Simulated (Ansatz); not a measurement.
# GeH3O2 (SMILES [O][GeH2][OH]) at 6 levels

Wanted: a comparison of 6 runs (UHF/STO-3G, UB3LYP/cc-pVDZ, UHSE06/cc-pVDZ, UPBE0/cc-pVDZ, USVWN5/cc-pVDZ, UCCSD/cc-pVDZ) of GeH3O2. 

The results are computed with Ansatz 0.2.0.

55 further runs of the same task are left out: 55 set aside as unsound or not needed. Runs told in other sessions of the task aren't counted.

## Step 1: Starting point

The species is GeH3O2 (6 atoms), meant as a doublet with charge 0. As SMILES, `[O][GeH2][OH]`. The Ge2–O3 distance was set to 3.891 Å, away from the relaxed value. At this shape a bond of the SMILES string is far longer than usual.

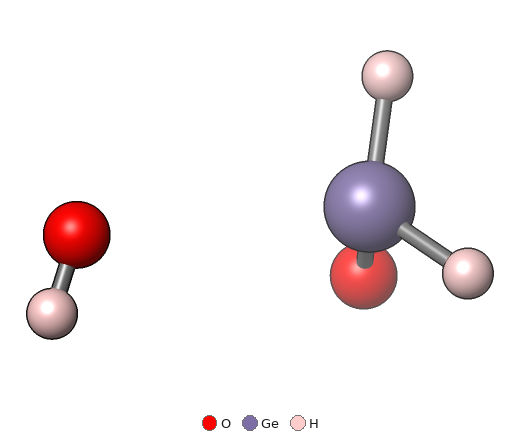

Viewed from a chosen angle; oxygen red, germanium purple, hydrogen pink.

## Step 2: A single-point energy at UHF/STO-3G (run 1)

input.yaml reads:

```yaml
crystal:
  periodic: [false, false, false]
  atoms:
    - {symbol: O, position_ang: [-3.417476, -0.402499, -0.680086]}
    - {symbol: Ge, position_ang: [-1.973376, 0.222001, -1.532786]}
    - {symbol: O, position_ang: [1.186300, 0.124100, 0.735000]}
    - {symbol: H, position_ang: [-1.858276, -0.742399, -2.726786]}
    - {symbol: H, position_ang: [-2.170776, 1.700401, -1.865886]}
    - {symbol: H, position_ang: [1.381600, -0.751900, 1.076400]}
basis:
  gaussian: {orbitals: STO-3G}
accuracy: high
output: {orbitals: {seedname: orbitals}}
hamiltonian: {xc: hf}
magnetization: {spin_polarized: true, initial_magnetization: 1}
```

Command:

```sh
$ ansatz run input.yaml --threads 1 --pin off --max-ram 2610MiB --events-out events.jsonl --progress --plain --runs-dir runs
```

Log:

```text
Warning: RAYON_NUM_THREADS=1 ignored (pool sized by the plan → 1); use --threads N
Functional definition: HF
  name "HF"
  exchange = exact_x
  correlation = 0
455 factors; integrals over basis functions are off by at most 2.4e-8 eV
mean field evaluation 1: about -59877.2108 eV, gradient 2.6e1 eV
mean field evaluation 2: about -59877.2509 eV, gradient 2.6e1 eV
mean field evaluation 4: about -59880.0613 eV, gradient 2.1e1 eV
mean field evaluation 8: about -59885.0005 eV, gradient 1.6e1 eV
mean field evaluation 16: about -59893.8655 eV, gradient 8.7e-1 eV
mean field evaluation 32: about -59894.0019 eV, gradient 4.4e-7 eV
mean field evaluation 64: about -59893.8022 eV, gradient 8.1e-5 eV
mean field evaluation 96: about -59893.9965 eV, gradient 1.2e-2 eV
mean field evaluation 128: about -59893.8711 eV, gradient 3.0e-1 eV
mean field evaluation 160: about -59893.3992 eV, gradient 6.8e-1 eV
mean field evaluation 192: about -59893.4118 eV, gradient 5.1e-1 eV
mean field evaluation 224: about -59893.2109 eV, gradient 5.5e0 eV
mean field evaluation 256: about -59893.7052 eV, gradient 1.4e-1 eV
mean field evaluation 288: about -59889.0607 eV, gradient 4.8e0 eV
mean field evaluation 320: about -59889.5483 eV, gradient 3.8e0 eV
mean field evaluation 352: about -59893.8050 eV, gradient 5.1e-3 eV
mean field evaluation 384: about -59893.6973 eV, gradient 1.1e0 eV
mean field -59894.00247149 eV, -2201.0639932143 hartree, gradient 1.7e-8 eV, S^2 1.656420; 13 other end points of the search recorded, 0 dependent functions left out
reference -59894.00247149 eV, -2201.0639932143 hartree; 26, 25 occupied and 5, 6 virtual orbitals, 455 factors
Total energy: -59894.00247149 eV, -2201.0639932143 hartree
```

Wall time 1 s (1 thread of AMD EPYC 9R45 (Zen 5), shared host).

## Step 3: A single-point energy at UB3LYP/cc-pVDZ (run 2)

molecule.yaml reads:

```yaml
crystal:
  periodic: [false, false, false]
  atoms:
    - {symbol: O, position_ang: [-3.417476, -0.402499, -0.680086]}
    - {symbol: Ge, position_ang: [-1.973376, 0.222001, -1.532786]}
    - {symbol: O, position_ang: [1.186300, 0.124100, 0.735000]}
    - {symbol: H, position_ang: [-1.858276, -0.742399, -2.726786]}
    - {symbol: H, position_ang: [-2.170776, 1.700401, -1.865886]}
    - {symbol: H, position_ang: [1.381600, -0.751900, 1.076400]}
basis:
  gaussian: {orbitals: cc-pVDZ}
hamiltonian: {xc: {name: B3LYP}}
magnetization: {spin_polarized: true, initial_magnetization: 1}
output: {orbitals: {seedname: orbitals}}
accuracy: high
```

Command:

```sh
$ ansatz run molecule.yaml --threads 1 --pin off --max-ram 2610MiB --events-out events.jsonl --progress --plain --runs-dir runs
```

Log, cut to the lines that bear on the results:

```text
Warning: RAYON_NUM_THREADS=1 ignored (pool sized by the plan → 1); use --threads N
Functional definition: B3LYP
  name "B3LYP"
[...]
1417 factors; integrals over basis functions are off by at most 1.3e-8 eV
[...]
mean field -60656.69195424 eV, -2229.0923147359 hartree, gradient 9.9e-8 eV, S^2 0.951488; 8 other end points of the search recorded, 0 dependent functions left out
reference -60656.69199280 eV, -2229.0923161528 hartree; 26, 25 occupied and 44, 45 virtual orbitals, 1417 factors
Total energy: -60656.69199280 eV, -2229.0923161528 hartree
```

Run time: 17 s. Hardware: 1 thread of AMD EPYC 9R45 (Zen 5), shared host; peak memory 0.39 GiB.

Runs 3 to 5 aren't shown in full; the table further down has their settings and results.

## Step 4: A single-point energy at UCCSD/cc-pVDZ (run 6)

job.yaml reads:

```yaml
crystal:
  periodic: [false, false, false]
  atoms:
    - {symbol: O, position_ang: [-3.417476, -0.402499, -0.680086]}
    - {symbol: Ge, position_ang: [-1.973376, 0.222001, -1.532786]}
    - {symbol: O, position_ang: [1.186300, 0.124100, 0.735000]}
    - {symbol: H, position_ang: [-1.858276, -0.742399, -2.726786]}
    - {symbol: H, position_ang: [-2.170776, 1.700401, -1.865886]}
    - {symbol: H, position_ang: [1.381600, -0.751900, 1.076400]}
basis:
  gaussian:
    orbitals: cc-pVDZ
accuracy: high
correlation:
  method: ccsd
  frozen_orbitals: {Ge: 9, H: 0, O: 1}
scf:
  omitted_lower_state_checks: [cluster_reference, increment]
magnetization:
  spin_polarized: true
  initial_magnetization: 1
```

Command:

```sh
$ ansatz run job.yaml --threads 1 --pin off --max-ram 2610MiB --events-out events.jsonl --progress --plain --runs-dir runs
```

Log:

```text
Warning: RAYON_NUM_THREADS=1 ignored (pool sized by the plan → 1); use --threads N
[... 20 lines left out ...]
11 core orbitals not correlated: weight in the atoms' cores, before any rotation towards them, 1.000 or more for the frozen orbitals, at most 0.000 for the correlated occupied ones
[... 91 lines left out ...]
Total energy: -60603.78090943 eV, -2227.1478697033 hartree
Checks for a lower state left out: cluster_reference, increment
```

Wall time 37 s (1 thread of AMD EPYC 9R45 (Zen 5), shared host); peak memory 0.51 GiB.

## Step 5: Overview of the runs

```tsv
run	level	frozen core orbitals	energy (Eh)	HOMO energy (eV)	LUMO energy (eV)	⟨S²⟩	wall time
1	UHF/STO-3G	–	-2201.063993	-7.24	5.11	1.656	1 s
2	UB3LYP/cc-pVDZ	–	-2229.092316	-6.80	-4.61	0.951	17 s
3	UHSE06/cc-pVDZ	–	-2228.612762	-6.76	-4.36	1.087	21 s
4	UPBE0/cc-pVDZ	–	-2228.618573	-7.17	-3.94	1.092	22 s
5	USVWN5/cc-pVDZ	–	-2224.778809	-6.00	-5.99	0.758	5.1 s
6	UCCSD/cc-pVDZ	11	-2227.147870	–	–	1.629	37 s
```

## Step 6: What came out

```
                                           quantity           value
                                run 6: total energy  -2227.14787 Eh
run 6: correlation energy (11 core orbitals frozen)      -455.0 mEh
           run 6: ⟨S²⟩ of the reference determinant           1.629
                               run 6: T1 diagnostic           0.058
```

In words: Totals of different functionals can't be ranked against each other. In run 1 the basis is minimal, so the values are rough. Spin contamination of the reference: run 1 ⟨S²⟩ = 1.66, run 6 ⟨S²⟩ = 1.63, run 4 ⟨S²⟩ = 1.09, run 3 ⟨S²⟩ = 1.09, run 2 ⟨S²⟩ = 0.95. Where it is this large, the reference is a mixture of spin states, and values that rest on it are in doubt. All runs together took 1.7 min, the longest 37 s.
